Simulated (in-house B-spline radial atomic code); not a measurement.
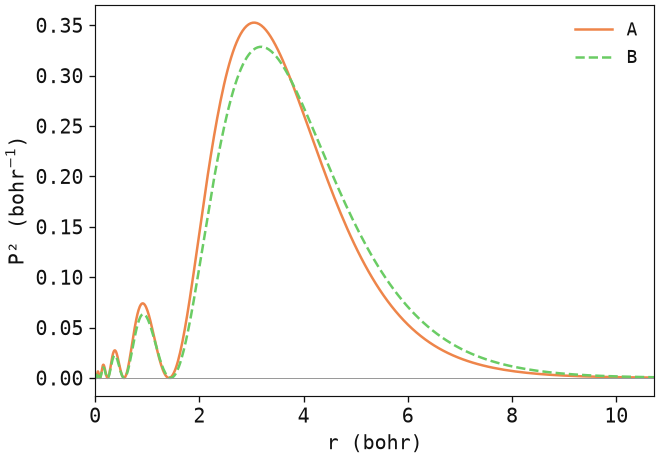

Atomic lutetium (Lu) in [Xe] 4f14 5d1 6s2 (high spin) was computed by two methods: Hartree-Fock; PBEsol. Both runs are scalar-relativistic, spin-polarised and spherical. Computed with an in-house B-spline radial code.

The plot shows P² of the 6s up orbital in both runs.

> Assign A and B.

A is PBEsol (⟨r⟩ = 3.61 bohr, eigenvalue −4.86 eV); B is Hartree-Fock (⟨r⟩ = 3.83 bohr, eigenvalue −6.37 eV).
